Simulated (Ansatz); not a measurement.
ClH₆MgNSi

Input

```
crystal:
  periodic: [false, false, false]
  atoms:
    - {symbol: Mg, position_ang: [-0.826351, -0.116469, -0.568303]}
    - {symbol: N, position_ang: [1.104683, 0.105918, -1.556058]}
    - {symbol: Cl, position_ang: [-2.069715, -0.317581, -2.413771]}
    - {symbol: H, position_ang: [1.797318, -0.593799, -1.309314]}
    - {symbol: Si, position_ang: [-0.660933, -0.041154, 2.002594]}
    - {symbol: H, position_ang: [0.897242, 0.003934, -2.546402]}
    - {symbol: H, position_ang: [1.547932, 1.009988, -1.427561]}
    - {symbol: H, position_ang: [0.637891, -0.595798, 2.510281]}
    - {symbol: H, position_ang: [-1.716776, -0.800489, 2.740403]}
    - {symbol: H, position_ang: [-0.711190, 1.345549, 2.568131]}
basis:
  gaussian: {orbitals: def2-TZVPP}
hamiltonian: {xc: pbe0, dispersion: d4}
output: {orbitals: {seedname: orbitals}}
```

Run with:

```sh
ansatz run in.yaml --threads 4 --pin off --events-out ev --progress --plain --max-ram 9574MiB
```

The product side of a reaction path; geometry: PBE0-D4/def2-TZVP.

These are results of Ansatz 0.2.0, RKS PBE0-D4/def2-TZVPP, not measurements.

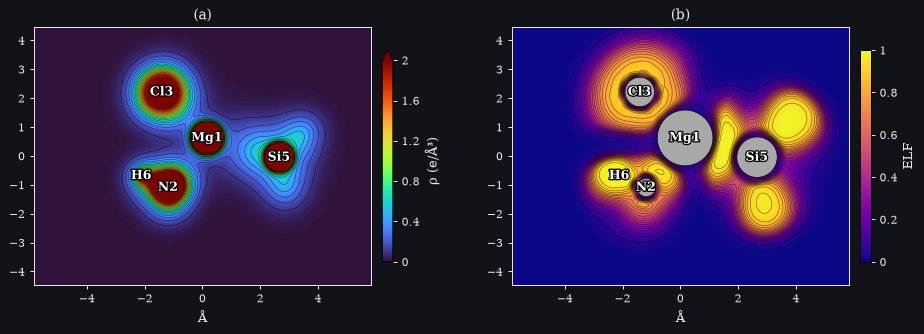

Figure 1. (a) total electron density; (b) electron localisation function on the plane of atoms N2, Mg1 and Si5. Grey discs cover the atomic cores in the ELF map.

Describe what can be read from this map.

- The section cuts through Mg, N, Cl, Si and H sites.
- Mg–N (2.18 Å): ρ is about 0.33 e/Å³ halfway; the ELF peaks at about 0.95 in the valence shell of N, 0.7 Å from its nucleus, and is about 0.60 at the midpoint.
- Mg–Cl (2.23 Å): ρ is about 0.51 e/Å³ halfway; the ELF peaks at about 0.85 in the valence shell of Cl, 0.8 Å from its nucleus, and falls to about 0.05 next to Mg (a closed-shell, largely ionic contact).
- Mg–Si (2.58 Å): ρ is about 0.37 e/Å³ halfway; the ELF peaks at about 1 in the valence shell of Si, 1.2 Å from its nucleus, and is about 1 at the midpoint.
- N–H (1.02 Å): the density is about 2.9 e/Å³ at the midpoint; the ELF climbs to about 1 towards the hydrogen, as it does in any bond to H: an ordinary covalent bond to hydrogen.

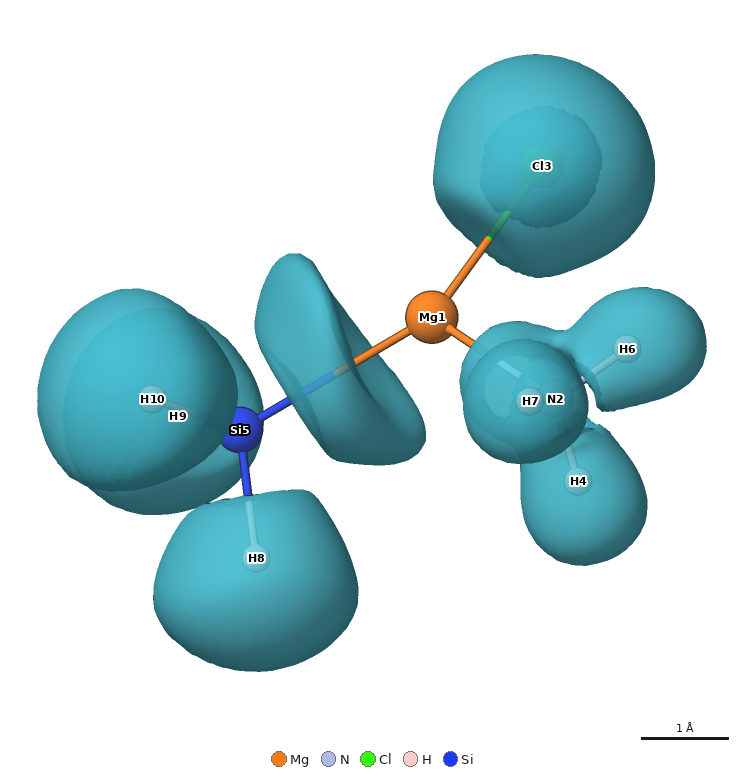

Figure 2. Isosurface of the electron localisation function at 0.75 (cyan), seen at a tilt. Core shells and regions of very low density are left out.

Where are the electrons localised?

At this value the surface marks out three regions around hydrogen nuclei, one lobe of the valence shell of Si pointing towards Mg (polar bonds), one region wrapped around Cl (its valence shell) and one joined region spread over several atoms (H, N), in which their bonds and any lone pairs are merged.

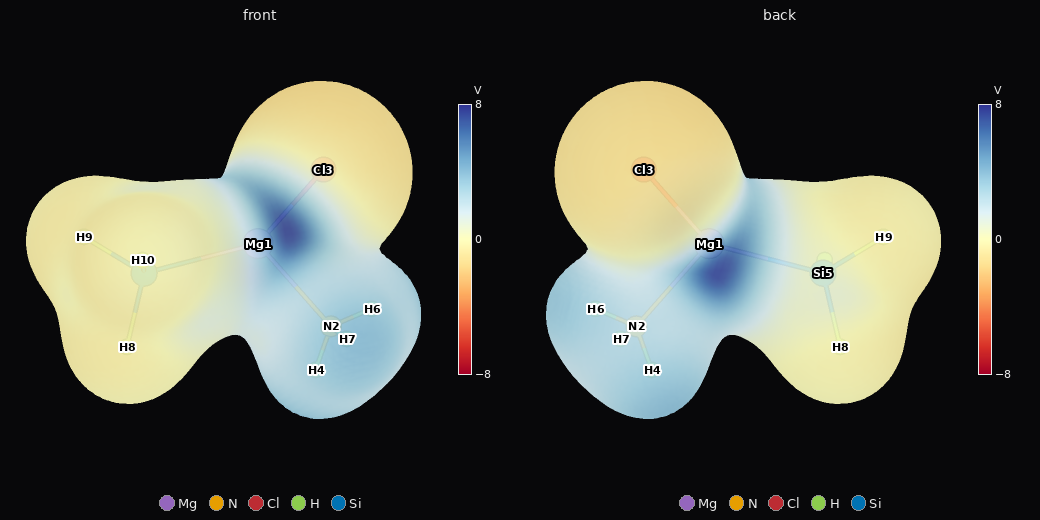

Figure 3. The electrostatic potential painted on the density surface at 0.004 e/bohr³, seen from the front and from behind; the colour scale runs from red (negative) to blue (positive).

Describe the electrostatic potential map.

The most negative region (about −1.4 V) lies over Cl3, the most positive (about +7.1 V) over Mg1.
